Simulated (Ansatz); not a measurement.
**GaH5S: molecular dynamics**

The task is to watch the atoms for 80 steps of 0.75 fs, started with velocities for 1000 K and run with a Langevin thermostat, and see to which side of the barrier the system falls.

Computed with Ansatz 0.2.0, Gaussian basis. Level: BHLYP-D4/pcseg-2.

1 further run of the same task is left out (it didn't finish).

## 1. Where the work starts

The start, a first-order saddle point found at PBE0-D4 in triple zeta: 7 atoms, charge 0, spin multiplicity 1.

Atoms are counted from 1 here; the program's logs count them from 0.

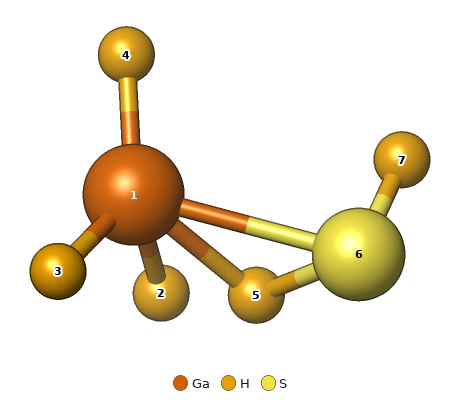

Start geometry, drawn with gallium orange, hydrogen amber, sulfur yellow; atoms are numbered from 1 in the order of the file.

Coordinates:

```csv
atom,x (Å),y (Å),z (Å)
Ga1,-0.79595,-0.34287,-0.29232
H2,0.42616,0.21052,-1.37921
H3,-0.99575,-1.86426,-0.53084
H4,-1.77802,0.82153,0.01270
H5,1.00744,0.14816,-0.42561
S6,1.18056,-0.13453,1.17195
H7,0.95567,1.16144,1.44322
```

## 2. Dynamics

Contents of md/in.yaml:

```yaml
crystal:
  periodic: [false, false, false]
  atoms:
    - {symbol: Ga, position_ang: [-0.795948, -0.342870, -0.292323]}
    - {symbol: H, position_ang: [0.426160, 0.210522, -1.379207]}
    - {symbol: H, position_ang: [-0.995751, -1.864260, -0.530838]}
    - {symbol: H, position_ang: [-1.778025, 0.821529, 0.012701]}
    - {symbol: H, position_ang: [1.007436, 0.148164, -0.425611]}
    - {symbol: S, position_ang: [1.180560, -0.134529, 1.171953]}
    - {symbol: H, position_ang: [0.955669, 1.161443, 1.443225]}
basis:
  gaussian: {orbitals: pcseg-2}
hamiltonian: {xc: {name: BHLYP}, dispersion: d4}
md: {n_steps: 80, timestep: 0.75, temperature: 1000, ensemble: nvt_langevin, seed: 0, friction: 0.05, initial_velocities: maxwell_boltzmann}
```

Launch:

```
$ ansatz run in.yaml --threads 2 --pin off --events-out ev --progress --plain --max-ram 4352MiB
```

Q: Predict the outcome of this session. Wanted: temperature at the start; mean temperature, second half; lowest and highest potential energy, from the first frame; largest change of potential + kinetic; bonds lost by distance; bonds made by distance.

The runs gave:

| quantity | value |
| --- | --- |
| length | 80 steps, 60.0 fs |
| temperature at the start | 857 K |
| mean temperature, second half | 1167 K |
| lowest and highest potential energy, from the first frame | -1218 and 180 meV |
| largest change of potential + kinetic | 1080.8 meV |
| bonds lost by distance | Ga1–H2, H5–S6 |
| bonds made by distance | H2–H5 |

By the last frame it has moved towards the side where Ga1–S6, H2–H5 form. The system runs downhill by 1.22 eV, and that energy turns into motion. The thermostat trades energy with the molecule, so the sum of potential and kinetic energy isn't conserved: it changes by -731 meV over the run. The mean temperature of the second half is still well above the 1000 K set. The temperature runs between 857 and 1606 K. Under Langevin the temperature counts 3N degrees of freedom, more than the drawn velocities fill, so it starts at 857 K, not 1000 K.
